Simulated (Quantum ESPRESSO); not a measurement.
# MnS (Browneite): spin spirals in supercells

This program has no spiral boundary conditions, so spirals of MnS (Browneite) are built in supercells. What do they cost, in energy and in time?

Main program and level: Quantum ESPRESSO 7.5; LDA; plane waves with GBRV 1.5 LDA potentials, no spin-orbit coupling, flat spiral in a supercell.

**1. The starting structure**

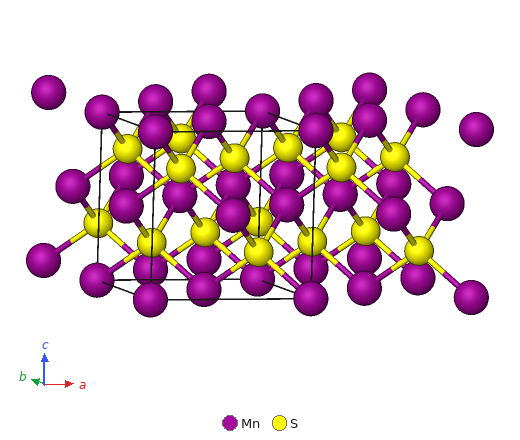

The cell as given, slightly off an axis (manganese purple, sulfur yellow). 2×2×1 cells are drawn. This picture shows the conventional cell, with its axes. Bonds to atoms that aren't drawn are left out. Some periodic images of atoms are drawn too.

The cell comes from the Crystallography Open Database.

**2. Parallel moments, one cell**

pw.in

```
&CONTROL
  calculation = 'scf'
  prefix = 'pwscf'
  outdir = './tmp'
  pseudo_dir = './pseudo'
  disk_io = 'nowf'
/
&SYSTEM
  ibrav = 0
  celldm(1) = 8
  nat = 2
  ntyp = 2
  ecutwfc = 34
  ecutrho = 238
  nbnd = 34
  occupations = 'smearing'
  smearing = 'fd'
  degauss = 0.00999582
  noncolin = .true.
  starting_magnetization(1) = 0.3
  angle1(1) = 90
  angle2(1) = 0
  starting_magnetization(2) = 0
/
&ELECTRONS
  conv_thr = 2d-08
  electron_maxstep = 150
  mixing_beta = 0.3
/
ATOMIC_SPECIES
Mn     54.9380 mn_lda_v1.5.uspp.F.UPF
S      32.0600 s_lda_v1.4.uspp.F.UPF
CELL_PARAMETERS alat
   0.0000000000000    0.6614041436190    0.6614041436190
   0.6614041436190    0.0000000000000    0.6614041436190
   0.6614041436190    0.6614041436190    0.0000000000000
ATOMIC_POSITIONS crystal
Mn      0.0000000000    0.0000000000    0.0000000000
S       0.2500000000    0.2500000000    0.2500000000
K_POINTS automatic
4 12 4 0 0 0
```

The run is started by

```sh
> OMP_NUM_THREADS=1 mpirun -n 4 pw.x -nk 4 -in pw.in > pw.out
```

Output:

```text
Program PWSCF v.7.5 starts

     Message from routine setup:
     using ibrav=0 with symmetry is DISCOURAGED, use correct ibrav instead

     K-points division:     npool     =       4
     Subspace diagonalization in iterative solution of the eigenvalue problem:

     G-vector sticks info
     --------------------
     sticks:   dense  smooth     PW     G-vecs:    dense   smooth      PW
     Sum         925     517    163                18421     7823    1459

     Using Slab Decomposition

     bravais-lattice index     =            0
     lattice parameter (alat)  =       8.0000  a.u.
     unit-cell volume          =     296.2789 (a.u.)^3
     number of atoms/cell      =            2
     number of atomic types    =            2
     number of electrons       =        21.00
     number of Kohn-Sham states=           34
     kinetic-energy cutoff     =      34.0000  Ry
     charge density cutoff     =     238.0000  Ry
     scf convergence threshold =      2.0E-08
     mixing beta               =       0.3000
     number of iterations used =            8  plain     mixing
     Exchange-correlation=  SLA  PZ   NOGX NOGC
                           (   1   1   0   0   0   0   0)
     Noncollinear calculation without spin-orbit

     celldm(1)=   8.000000  celldm(2)=   0.000000  celldm(3)=   0.000000
     celldm(4)=   0.000000  celldm(5)=   0.000000  celldm(6)=   0.000000

     crystal axes: (cart. coord. in units of alat)
               a(1) = (   0.000000   0.661404   0.661404 )
               a(2) = (   0.661404   0.000000   0.661404 )
               a(3) = (   0.661404   0.661404   0.000000 )

     reciprocal axes: (cart. coord. in units 2 pi/alat)
               b(1) = ( -0.755967  0.755967  0.755967 )
               b(2) = (  0.755967 -0.755967  0.755967 )
               b(3) = (  0.755967  0.755967 -0.755967 )

     PseudoPot. # 1 for Mn read from file:
     mn_lda_v1.5.uspp.F.UPF
     Pseudo is Ultrasoft + core correction, Zval = 15.0
     Generated by new atomic code, or converted to UPF format
     Using radial grid of  859 points,  6 beta functions with:
                l(1) =   0
                l(2) =   0
                l(3) =   1
                l(4) =   1
                l(5) =   2
                l(6) =   2
     Q(r) pseudized with  8 coefficients,  rinner =    0.950   0.950   0.950
                                                       0.950   0.950

     PseudoPot. # 2 for S  read from file:
     s_lda_v1.4.uspp.F.UPF
     Pseudo is Ultrasoft + core correction, Zval =  6.0
     Generated by new atomic code, or converted to UPF format
     Using radial grid of  907 points,  6 beta functions with:
                l(1) =   0
                l(2) =   0
                l(3) =   1
                l(4) =   1
                l(5) =   2
                l(6) =   2
     Q(r) pseudized with  8 coefficients,  rinner =    1.300   1.300   1.300
                                                       1.300   1.300

     atomic species   valence    mass     pseudopotential
     Mn               15.00    54.93800     Mn( 1.00)
     S                 6.00    32.06000     S ( 1.00)

      8 Sym. Ops. (no inversion) found

   Cartesian axes

     site n.     atom                  positions (alat units)
         1        Mn     tau(   1) = (   0.0000000   0.0000000   0.0000000  )
         2        S      tau(   2) = (   0.3307021   0.3307021   0.3307021  )

     number of k points=    80  Fermi-Dirac smearing, width (Ry)=  0.0100
                       cart. coord. in units 2pi/alat
        k(    1) = (   0.0000000   0.0000000   0.0000000), wk =   0.0052083
        k(    2) = (   0.1889919   0.1889919  -0.1889919), wk =   0.0416667
        k(    3) = (  -0.3779837  -0.3779837   0.3779837), wk =   0.0208333
        k(    4) = (   0.0629973  -0.0629973   0.0629973), wk =   0.0104167
        k(    5) = (   0.2519891   0.1259946  -0.1259946), wk =   0.0104167
        [... 75 further k-points ...]

     Dense  grid:    18421 G-vectors     FFT dimensions: (  40,  40,  40)

     Smooth grid:     7823 G-vectors     FFT dimensions: (  27,  27,  27)

     Check: negative core charge=   -0.000019
     Generating pointlists ...
     new r_m :   0.2363 (alat units)  1.8902 (a.u.) for type    1
     new r_m :   0.2363 (alat units)  1.8902 (a.u.) for type    2

     Initial potential from superposition of free atoms

     starting charge      20.4999, renormalised to      21.0000

 ==============================================================================
     atom number    1 relative position :    0.0000   0.0000   0.0000
     charge :    13.217851  (integrated on a sphere of radius 0.236)
     magnetization :          3.913124    0.000000    0.000000
     magnetization/charge:    0.296048    0.000000    0.000000
     polar coord.: r, theta, phi [deg] :     3.913124   90.000000    0.000000

 ==============================================================================

 ==============================================================================
     atom number    2 relative position :    0.3307   0.3307   0.3307
     charge :     4.071242  (integrated on a sphere of radius 0.236)
     magnetization :          0.052611    0.000000    0.000000
     magnetization/charge:    0.012923    0.000000    0.000000
     polar coord.: r, theta, phi [deg] :     0.052611   90.000000    0.000000

 ==============================================================================
     Starting wfcs are   34 randomized atomic wfcs

     Self-consistent Calculation

     iteration #  1     ecut=    34.00 Ry     beta= 0.30
     Davidson diagonalization with overlap
     ethr =  1.00E-02,  avg # of iterations =  4.5

     total energy              =    -235.10720118 Ry
     estimated scf accuracy    <       0.74948098 Ry

     total magnetization       =     4.30     0.00     0.00 Bohr mag/cell
     absolute magnetization    =     4.30 Bohr mag/cell

     iteration #  2     ecut=    34.00 Ry     beta= 0.30
     Davidson diagonalization with overlap
     ethr =  3.57E-03,  avg # of iterations =  2.5

     total energy              =    -235.28419092 Ry
     estimated scf accuracy    <       0.07609725 Ry

     total magnetization       =     4.43    -0.00     0.00 Bohr mag/cell
     absolute magnetization    =     4.43 Bohr mag/cell

     iteration #  3     ecut=    34.00 Ry     beta= 0.30
     Davidson diagonalization with overlap
     ethr =  3.62E-04,  avg # of iterations =  2.5

     total energy              =    -235.29749169 Ry
     estimated scf accuracy    <       0.00972820 Ry

     total magnetization       =     4.61     0.00    -0.00 Bohr mag/cell
     absolute magnetization    =     4.61 Bohr mag/cell

     [... further iterations left out ...]

     iteration # 16     ecut=    34.00 Ry     beta= 0.30
     Davidson diagonalization with overlap
     ethr =  4.37E-10,  avg # of iterations =  2.8

     total energy              =    -235.29895527 Ry
     estimated scf accuracy    <       0.00001105 Ry

     total magnetization       =     4.64     0.00     0.00 Bohr mag/cell
     absolute magnetization    =     4.64 Bohr mag/cell

     iteration # 17     ecut=    34.00 Ry     beta= 0.30
     Davidson diagonalization with overlap
     ethr =  4.37E-10,  avg # of iterations =  2.8

     total energy              =    -235.29895293 Ry
     estimated scf accuracy    <       0.00000778 Ry

     total magnetization       =     4.64     0.00     0.00 Bohr mag/cell
     absolute magnetization    =     4.64 Bohr mag/cell

     iteration # 18     ecut=    34.00 Ry     beta= 0.30
     Davidson diagonalization with overlap
     ethr =  4.37E-10,  avg # of iterations =  4.7

     total energy              =    -235.29895400 Ry
     estimated scf accuracy    <       0.00000003 Ry

     total magnetization       =     4.64    -0.00     0.00 Bohr mag/cell
     absolute magnetization    =     4.64 Bohr mag/cell

     iteration # 19     ecut=    34.00 Ry     beta= 0.30
     Davidson diagonalization with overlap
     ethr =  1.51E-10,  avg # of iterations =  2.0

 ==============================================================================
     atom number    1 relative position :    0.0000   0.0000   0.0000
     charge :    12.961430  (integrated on a sphere of radius 0.236)
     magnetization :          3.965799    0.000000   -0.000000
     magnetization/charge:    0.305969    0.000000   -0.000000
     polar coord.: r, theta, phi [deg] :     3.965799   90.000000    0.000000

 ==============================================================================

 ==============================================================================
     atom number    2 relative position :    0.3307   0.3307   0.3307
     charge :     4.170463  (integrated on a sphere of radius 0.236)
     magnetization :          0.102516   -0.000000   -0.000000
     magnetization/charge:    0.024581   -0.000000   -0.000000
     polar coord.: r, theta, phi [deg] :     0.102516   90.000000   -0.000000

 ==============================================================================

     End of self-consistent calculation

     [... lines left out ...]
     the Fermi energy is     6.9333 ev

!    total energy              =    -235.29895400 Ry
     estimated scf accuracy    <          2.0E-09 Ry
     smearing contrib. (-TS)   =      -0.00579126 Ry
     internal energy E=F+TS    =    -235.29316275 Ry

     The total energy is F=E-TS. E is the sum of the following terms:
     one-electron contribution =    -158.29378861 Ry
     hartree contribution      =      84.40920167 Ry
     xc contribution           =     -34.68977146 Ry
     ewald contribution        =    -126.71880435 Ry

     total magnetization       =     4.64     0.00     0.00 Bohr mag/cell
     absolute magnetization    =     4.64 Bohr mag/cell

     convergence has been achieved in  19 iterations

=------------------------------------------------------------------------------=
   JOB DONE.
=------------------------------------------------------------------------------=
```

Run time: 42 s. Hardware: 4 MPI ranks of Arm Neoverse V2, shared host; peak memory 0.41 GiB.

Spin moment in the atom's sphere by atom:

| atom | x (μB) | y (μB) | z (μB) | size |
| --- | --- | --- | --- | --- |
| Mn1 | 3.97 | 0.00 | 0.00 | 3.97 |
| S2 | 0.10 | 0.00 | 0.00 | 0.10 |

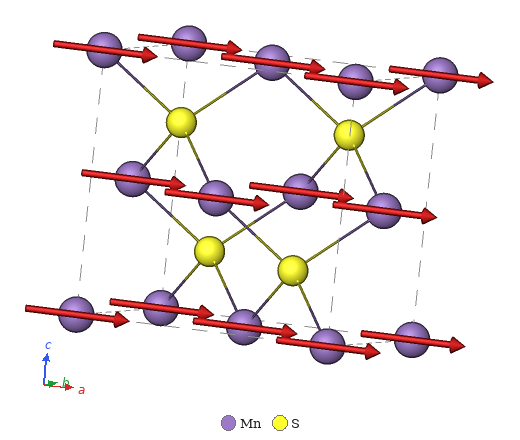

Spin moment in the atom's sphere as arrows, the longest 3.97 μB. Bonds to atoms that aren't drawn are left out. Some periodic images of atoms are drawn too.

This step gave:

* smearing term TS: 0.07879 eV
* magnetization: 4.643, 0, 0 μB
* absolute magnetization: 4.643 μB
* final state: ferromagnetic

**3. One turn in 2 cells along the input cell's b**

Neighbouring cells are turned by 180° in the xy plane; the cell holds 4 atoms.

pw.in

```
&CONTROL
  calculation = 'scf'
  prefix = 'pwscf'
  outdir = './tmp'
  pseudo_dir = './pseudo'
  disk_io = 'nowf'
/
&SYSTEM
  ibrav = 0
  celldm(1) = 8
  nat = 4
  ntyp = 4
  ecutwfc = 34
  ecutrho = 238
  nbnd = 60
  occupations = 'smearing'
  smearing = 'fd'
  degauss = 0.00999582
  noncolin = .true.
  starting_magnetization(1) = 0.3
  angle1(1) = 90
  angle2(1) = 0
  starting_magnetization(2) = 0.3
  angle1(2) = 90
  angle2(2) = 180
  starting_magnetization(3) = 0
  starting_magnetization(4) = 0
/
&ELECTRONS
  conv_thr = 4d-08
  electron_maxstep = 150
  mixing_beta = 0.3
/
ATOMIC_SPECIES
Mn1    54.9380 mn_lda_v1.5.uspp.F.UPF
Mn2    54.9380 mn_lda_v1.5.uspp.F.UPF
S1     32.0600 s_lda_v1.4.uspp.F.UPF
S2     32.0600 s_lda_v1.4.uspp.F.UPF
CELL_PARAMETERS alat
   0.0000000000000    0.6614041436190    0.6614041436190
   1.3228082872380    0.0000000000000    1.3228082872380
   0.6614041436190    0.6614041436190    0.0000000000000
ATOMIC_POSITIONS crystal
Mn1     0.0000000000    0.0000000000    0.0000000000
Mn2     0.0000000000    0.5000000000    0.0000000000
S1      0.2500000000    0.1250000000    0.2500000000
S2      0.2500000000    0.6250000000    0.2500000000
K_POINTS automatic
4 6 4 0 0 0
```

Output:

```text
     [... lines left out ...]
Program PWSCF v.7.5 starts
     [... lines left out ...]
     number of atoms/cell      =            4
     [... lines left out ...]
     number of electrons       =        42.00
     number of Kohn-Sham states=           60
     kinetic-energy cutoff     =      34.0000  Ry
     charge density cutoff     =     238.0000  Ry
     scf convergence threshold =      4.0E-08
     [... lines left out ...]
     Noncollinear calculation without spin-orbit
     [... lines left out ...]
      2 Sym. Ops. (no inversion) found
     [... lines left out ...]
     number of k points=    52  Fermi-Dirac smearing, width (Ry)=  0.0100
     [... lines left out ...]
     iteration # 11     ecut=    34.00 Ry     beta= 0.30
     [... lines left out ...]
     atom number    1 relative position :    0.0000   0.0000   0.0000
     [... lines left out ...]
     magnetization :          3.907832    0.000007   -0.000007
     [... lines left out ...]
     atom number    2 relative position :    0.6614   0.0000   0.6614
     [... lines left out ...]
     magnetization :         -3.907807    0.000090   -0.000090
     [... lines left out ...]
     atom number    3 relative position :    0.3307   0.3307   0.3307
     [... lines left out ...]
     magnetization :          0.061707    0.000001   -0.000001
     [... lines left out ...]
     atom number    4 relative position :    0.9921   0.3307   0.9921
     [... lines left out ...]
     magnetization :         -0.061717    0.000002   -0.000002
     [... lines left out ...]
     the Fermi energy is     6.9612 ev
!    total energy              =    -470.62883879 Ry
     estimated scf accuracy    <          8.6E-09 Ry
     smearing contrib. (-TS)   =      -0.00341475 Ry
     [... lines left out ...]
     total magnetization       =     0.00     0.00    -0.00 Bohr mag/cell
     absolute magnetization    =     8.89 Bohr mag/cell
     convergence has been achieved in  11 iterations
```

Wall time 69 s (4 MPI ranks); peak memory 0.69 GiB.

Spin moment in the atom's sphere by atom:

| atom | x (μB) | y (μB) | z (μB) | size |
| --- | --- | --- | --- | --- |
| Mn1 | 3.91 | 0.00 | 0.00 | 3.91 |
| Mn2 | -3.91 | 0.00 | 0.00 | 3.91 |
| S3 | 0.06 | 0.00 | 0.00 | 0.06 |
| S4 | -0.06 | 0.00 | 0.00 | 0.06 |

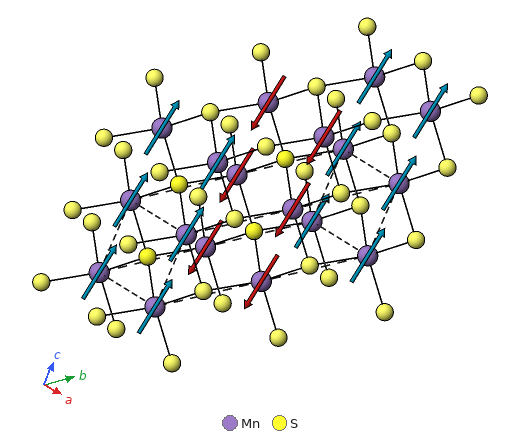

Spin moment in the atom's sphere as arrows, the longest 3.91 μB. The two directions have two colours. 1×1×2 cells are drawn. Some periodic images of atoms are drawn too.

Read from the output:

| Quantity | Value |
| --- | --- |
| smearing term TS | 0.04646 eV |
| magnetization | 0, 0, 0 μB |
| absolute magnetization | 8.886 μB |
| final state | antiferromagnetic |

**4. One turn in 3 cells along the input cell's b**

Neighbouring cells are turned by 120° in the xy plane; the cell holds 6 atoms.

pw.in

```
&CONTROL
  calculation = 'scf'
  prefix = 'pwscf'
  outdir = './tmp'
  pseudo_dir = './pseudo'
  disk_io = 'nowf'
/
&SYSTEM
  ibrav = 0
  celldm(1) = 8
  nat = 6
  ntyp = 6
  ecutwfc = 34
  ecutrho = 238
  nbnd = 84
  occupations = 'smearing'
  smearing = 'fd'
  degauss = 0.00999582
  noncolin = .true.
  starting_magnetization(1) = 0.3
  angle1(1) = 90
  angle2(1) = 0
  starting_magnetization(2) = 0.3
  angle1(2) = 90
  angle2(2) = 120
  starting_magnetization(3) = 0.3
  angle1(3) = 90
  angle2(3) = -120
  starting_magnetization(4) = 0
  starting_magnetization(5) = 0
  starting_magnetization(6) = 0
/
&ELECTRONS
  conv_thr = 6d-08
  electron_maxstep = 150
  mixing_beta = 0.3
/
ATOMIC_SPECIES
Mn1    54.9380 mn_lda_v1.5.uspp.F.UPF
Mn2    54.9380 mn_lda_v1.5.uspp.F.UPF
Mn3    54.9380 mn_lda_v1.5.uspp.F.UPF
S1     32.0600 s_lda_v1.4.uspp.F.UPF
S2     32.0600 s_lda_v1.4.uspp.F.UPF
S3     32.0600 s_lda_v1.4.uspp.F.UPF
CELL_PARAMETERS alat
   0.0000000000000    0.6614041436190    0.6614041436190
   1.9842124308571    0.0000000000000    1.9842124308571
   0.6614041436190    0.6614041436190    0.0000000000000
ATOMIC_POSITIONS crystal
Mn1     0.0000000000    0.0000000000    0.0000000000
Mn2     0.0000000000    0.3333333333    0.0000000000
Mn3     0.0000000000    0.6666666667    0.0000000000
S1      0.2500000000    0.0833333333    0.2500000000
S2      0.2500000000    0.4166666667    0.2500000000
S3      0.2500000000    0.7500000000    0.2500000000
K_POINTS automatic
4 4 4 0 0 0
```

Output:

```text
     [... lines left out ...]
Program PWSCF v.7.5 starts
     [... lines left out ...]
     number of atoms/cell      =            6
     [... lines left out ...]
     number of electrons       =        63.00
     number of Kohn-Sham states=           84
     kinetic-energy cutoff     =      34.0000  Ry
     charge density cutoff     =     238.0000  Ry
     scf convergence threshold =      6.0E-08
     [... lines left out ...]
     Noncollinear calculation without spin-orbit
     [... lines left out ...]
     No symmetry found
     [... lines left out ...]
     number of k points=    64  Fermi-Dirac smearing, width (Ry)=  0.0100
     [... lines left out ...]
     iteration # 12     ecut=    34.00 Ry     beta= 0.30
     [... lines left out ...]
     atom number    1 relative position :    0.0000   0.0000   0.0000
     [... lines left out ...]
     magnetization :          3.932468    0.000236   -0.000016
     [... lines left out ...]
     atom number    2 relative position :    0.6614   0.0000   0.6614
     [... lines left out ...]
     magnetization :         -1.966334    3.405564   -0.000038
     [... lines left out ...]
     atom number    3 relative position :    1.3228   0.0000   1.3228
     [... lines left out ...]
     magnetization :         -1.966069   -3.405683   -0.000064
     [... lines left out ...]
     atom number    4 relative position :    0.3307   0.3307   0.3307
     [... lines left out ...]
     magnetization :          0.072155    0.021744   -0.000001
     [... lines left out ...]
     atom number    5 relative position :    0.9921   0.3307   0.9921
     [... lines left out ...]
     magnetization :         -0.054906    0.051611   -0.000001
     [... lines left out ...]
     atom number    6 relative position :    1.6535   0.3307   1.6535
     [... lines left out ...]
     magnetization :         -0.017252   -0.073364   -0.000001
     [... lines left out ...]
     the Fermi energy is     6.9580 ev
!    total energy              =    -705.93136152 Ry
     estimated scf accuracy    <       0.00000002 Ry
     smearing contrib. (-TS)   =      -0.00756498 Ry
     [... lines left out ...]
     total magnetization       =     0.00     0.00    -0.00 Bohr mag/cell
     absolute magnetization    =    13.58 Bohr mag/cell
     convergence has been achieved in  12 iterations
```

Wall time 3.8 min (4 MPI ranks); peak memory 1.2 GiB; 15 min of CPU time.

Spin moment in the atom's sphere by atom:

| atom | x (μB) | y (μB) | z (μB) | size |
| --- | --- | --- | --- | --- |
| Mn1 | 3.93 | 0.00 | 0.00 | 3.93 |
| Mn2 | -1.97 | 3.41 | 0.00 | 3.93 |
| Mn3 | -1.97 | -3.41 | 0.00 | 3.93 |
| S4 | 0.07 | 0.02 | 0.00 | 0.08 |
| S5 | -0.05 | 0.05 | 0.00 | 0.08 |
| S6 | -0.02 | -0.07 | 0.00 | 0.08 |

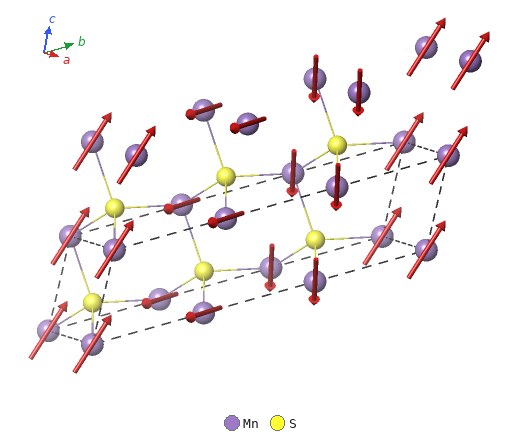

Spin moment in the atom's sphere as arrows, the longest 3.93 μB. Bonds to atoms that aren't drawn are left out. 1×1×2 cells are drawn. Some periodic images of atoms are drawn too.

Read from the output:

```
smearing term TS       : 0.1029 eV
magnetization          : 0, 0, 0 μB
absolute magnetization : 13.58 μB
final state            : non-collinear
```

[end of part 1 of 2]

[Logs and program files are shortened in this print: banners, set-up blocks, solver, clock and traceback lines can be left out without a mark of their own.]

[Logs are printed without paths, hosts, clocks, repeated set-up lines and the standing remarks that a program may print on its own settings, such as how far it seeks lower states.]

[Hosts, paths, dates, database ids (printed as entryN), source tags and the programs' standing remarks are cut or masked in the printed files.]

[Where a cell is said to come from a database of computed structures, the database is the Materials Project.]
